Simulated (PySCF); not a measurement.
System: Cu2 (SMILES [Cu][Cu]).

```xyz
2

Cu    0.4167    0.8156   -0.6305
Cu   -0.3974   -0.8444    0.6183
```

Geometry: PBE0-D3(BJ)/def2-SVP.

Computed with CAM-B3LYP/def2-SVPD, SCF density, gas phase (PySCF).

What can the converged electron density and electron localisation function tell about the bonding?

Answer. Cu–Cu (2.23 Å): ρ is about 0.4 e/Å³ halfway; the ELF is about 0.20 at the midpoint.

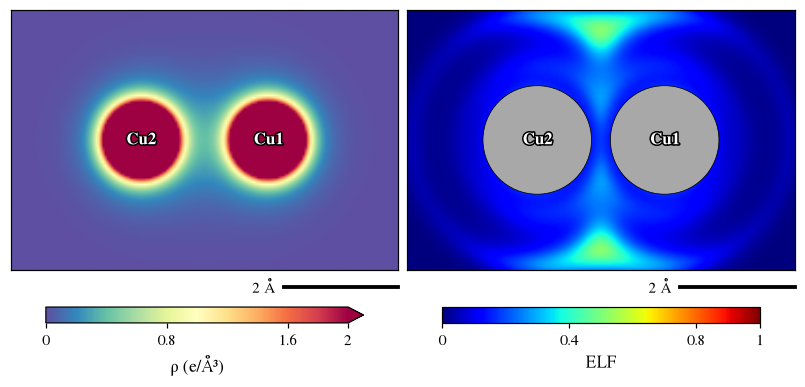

Computed electron density and electron localisation function on a plane that holds the molecular axis, in this order. Grey discs cover the atomic cores in the ELF map. 
